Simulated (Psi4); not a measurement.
**SiH2S (SMILES [SiH]S): CCSD/cc-pVTZ (sfX2C, Cholesky decomposition, Cholesky for correlation)**

What is the energy change on altering one bond length of SiH2S at CCSD/cc-pVTZ (sfX2C, Cholesky decomposition, Cholesky for correlation)? 

The calculation is run with Psi4 1.11.

3 further runs of the same task are left out: 3 set aside as unsound or not needed.

## (1) The structure to begin with

SiH2S: 4 atoms, total charge 0, spin state singlet. As SMILES, `[SiH]S`. Geometry: relaxed at PBE0-D4/def2-TZVP.

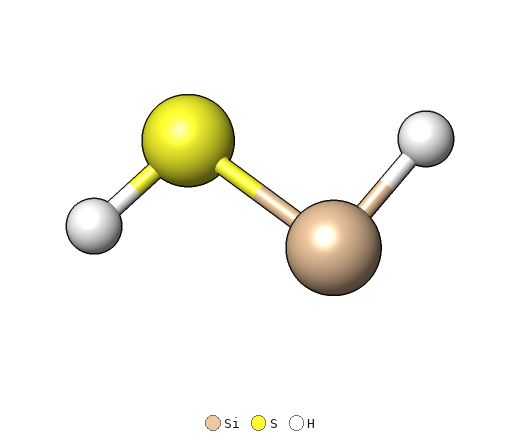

Viewed from a chosen angle; silicon light orange, sulfur yellow, hydrogen white.

## (2) A single-point energy at CCSD/cc-pVTZ (sfX2C, Cholesky decomposition, Cholesky for correlation)

calc.py reads:

```python
import psi4

psi4.set_memory(1600000000)
psi4.set_num_threads(1)
psi4.core.set_output_file('run.log', False)

geom = psi4.geometry("""
0 1
Si
S 1 2.115322
H 1 1.524995 2 89.25273
H 2 1.345814 1 97.46595 3 -179.91323
no_reorient
no_com
""")

psi4.set_options({
    'basis': 'cc-pVTZ',
    'reference': 'rhf',
    'scf_type': 'cd',
    'freeze_core': True,
    'cc_type': 'cd',
    'relativistic': 'x2c',
})

e, wfn = psi4.energy('ccsd', return_wfn=True)
print(f'ccsd energy: {e:.10f} Eh')
```

Command:

```sh
$ python calc.py
```

run.log:

```text
[...]
  Running in c1 symmetry.
[...]
  Nuclear repulsion =   73.393073615318983
[...]
  Multiplicity = 1
[...]
  Nalpha       = 16
  Nbeta        = 16
[...]
    Number of basis functions: 96
[...]
    WARNING: The X2C and Dirac Hamiltonians have substatially different eigenvalues!
             This is probably caused by the recontraction of the basis set.
[...]
   @RHF iter   1:  -689.11233989862626   -5.08820e-01   2.19385e-03 ADIIS/DIIS
[...]
   @RHF iter  11:  -689.14240903112000   -9.66338e-12   6.32891e-09 DIIS
[...]
    Orbital Energies [Eh]
    ---------------------
    Doubly Occupied:
       1A    -92.272257     2A    -68.990612     3A     -9.017951
       4A     -6.657843     5A     -6.656800     6A     -6.656472
       7A     -6.182741     8A     -4.261953     9A     -4.261503
      10A     -4.260536    11A     -0.982267    12A     -0.664640
      13A     -0.529748    14A     -0.458007    15A     -0.401184
      16A     -0.340259
[...]
  @RHF Final Energy:  -689.14240903112000
   => Energetics <=
    Nuclear Repulsion Energy =             73.3930736153189827
    One-Electron Energy =               -1099.8814234003241381
    Two-Electron Energy =                 337.3459407538851451
    Total Energy =                       -689.1424090311199961
[...]
 Multipole Moments:
 ------------------------------------------------------------------------------------
     Multipole            Electronic (a.u.)      Nuclear  (a.u.)        Total (a.u.)
 ------------------------------------------------------------------------------------
 L = 1.  Multiply by 2.5417464519 to convert [e a0] to [Debye]
 Dipole X            :         -0.0015489            0.0018313            0.0002824
 Dipole Y            :         -0.4200159            0.1725952           -0.2474208
 Dipole Z            :         -0.1545582            0.0501993           -0.1043589
 Magnitude           :                                                    0.2685291
[...]
      * MP2 total energy:                  -689.425208818297
[...]
      * CCSD total energy:                 -689.460882183391
[...]
```

The script printed:

```text
ccsd energy: -689.4608821834 Eh
```

Wall time 13 s (1 thread of Intel Xeon 6975P-C (Granite Rapids), shared host); peak memory 0.48 GiB.

## (3) The distorted shape

h2ssi.xyz reads:

```xyz
4
H2SSi
Si    -0.353463    -1.481053     0.234642
S      0.190500     0.958800    -0.206600
H      0.926837    -1.597453     1.054942
H     -0.889700     1.246000    -0.956200
```

run.py reads:

```python
import psi4

psi4.set_memory(1600000000)
psi4.set_num_threads(1)
psi4.core.set_output_file('output.dat', False)

with open('h2ssi.xyz') as f:
    atoms = ''.join(f.readlines()[2:])
mol = psi4.geometry('0 1\n' + atoms + 'no_reorient\nno_com')

psi4.set_options({
    'basis': 'cc-pVTZ',
    'reference': 'rhf',
    'scf_type': 'cd',
    'freeze_core': True,
    'cc_type': 'cd',
    'relativistic': 'x2c',
})

e_tot = psi4.energy("ccsd")
print(f'ccsd energy: {e_tot:.10f} Eh')
```

Command:

```sh
$ python run.py
```

output.dat:

```text
[...]
  Running in c1 symmetry.
[...]
  Nuclear repulsion =   63.306985676466603
[...]
  Multiplicity = 1
[...]
  Nalpha       = 16
  Nbeta        = 16
[...]
    Number of basis functions: 96
[...]
    WARNING: The X2C and Dirac Hamiltonians have substatially different eigenvalues!
             This is probably caused by the recontraction of the basis set.
[...]
   @RHF iter   1:  -689.07307645536707   -8.14554e-01   2.56078e-03 ADIIS/DIIS
[...]
   @RHF iter  11:  -689.11442402676914   -1.70530e-11   9.26669e-09 DIIS
[...]
    Orbital Energies [Eh]
    ---------------------
    Doubly Occupied:
       1A    -92.251421     2A    -69.036191     3A     -8.993237
       4A     -6.633214     5A     -6.632009     6A     -6.631647
       7A     -6.223505     8A     -4.302166     9A     -4.300914
      10A     -4.300307    11A     -0.924885    12A     -0.662686
      13A     -0.509169    14A     -0.429072    15A     -0.359508
      16A     -0.351505
[...]
  @RHF Final Energy:  -689.11442402676914
   => Energetics <=
    Nuclear Repulsion Energy =             63.3069856764666028
    One-Electron Energy =               -1079.7599432544393494
    Two-Electron Energy =                 327.3385335512035681
    Total Energy =                       -689.1144240267691430
[...]
 Multipole Moments:
 ------------------------------------------------------------------------------------
     Multipole            Electronic (a.u.)      Nuclear  (a.u.)        Total (a.u.)
 ------------------------------------------------------------------------------------
 L = 1.  Multiply by 2.5417464519 to convert [e a0] to [Debye]
 Dipole X            :          3.1591971           -3.5212117           -0.3620146
 Dipole Y            :          9.9186130          -10.8572230           -0.9386101
 Dipole Z            :         -0.0709678            0.1476443            0.0766765
 Magnitude           :                                                    1.0089216
[...]
      * MP2 total energy:                  -689.395830197845
[...]
      * CCSD total energy:                 -689.433184044382
[...]
```

The script printed:

```text
ccsd energy: -689.4331840444 Eh
```

It took 14 s on 1 thread of Intel Xeon 6975P-C (Granite Rapids), shared host; peak memory 0.48 GiB.

## (4) Summary of results

At CCSD/cc-pVTZ (sfX2C, Cholesky decomposition, Cholesky for correlation), 10 core orbitals frozen:

| quantity | value |
| --- | --- |
| first shape: total energy | -689.46088 Eh |
| first shape: HOMO energy (Hartree–Fock orbitals) | -9.26 eV |
| first shape: LUMO energy (Hartree–Fock orbitals) | 0.68 eV |
| first shape: HOMO–LUMO gap (Hartree–Fock orbitals) | 9.94 eV |
| first shape: correlation energy (10 core orbitals frozen) | -318.5 mEh |
| first shape: T1 diagnostic | 0.016 |
| distorted shape: total energy | -689.43318 Eh |
| distorted shape: HOMO energy (Hartree–Fock orbitals) | -9.56 eV |
| distorted shape: LUMO energy (Hartree–Fock orbitals) | -0.09 eV |
| distorted shape: HOMO–LUMO gap (Hartree–Fock orbitals) | 9.48 eV |
| distorted shape: correlation energy (10 core orbitals frozen) | -318.8 mEh |
| distorted shape: T1 diagnostic | 0.022 |
| energy change with the Si1–S2 bond stretched from 2.115 to 2.538 Å | 0.754 eV |

With the Si1–S2 bond stretched from 2.115 to 2.538 Å the energy rises by 0.75 eV (72.7 kJ/mol). The first shape isn't relaxed at this level, so the change isn't measured from a minimum. The T1 diagnostic (distorted shape) of 0.022 is above the customary mark for such species, so a single reference may not serve.
